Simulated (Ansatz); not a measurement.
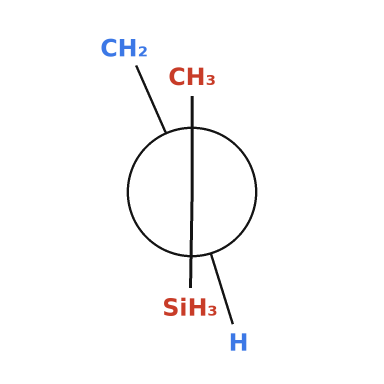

A Newman projection along the B–C bond, boron in front; angles are drawn as computed, but eclipsed bonds slightly apart. Computed geometry: PBE-D4/def2-SVP optimisation. No frequency run is at hand to confirm it as a minimum.

Question: Which molecule is it?

Answer: C3H9BSi, C=CB(C)[SiH3]

Question: What is the torsion angle from the front SiH3 to the back CH2? The sign is positive where the front bond must turn clockwise to cover the back bond.

Answer: 155°, antiperiplanar (anti).
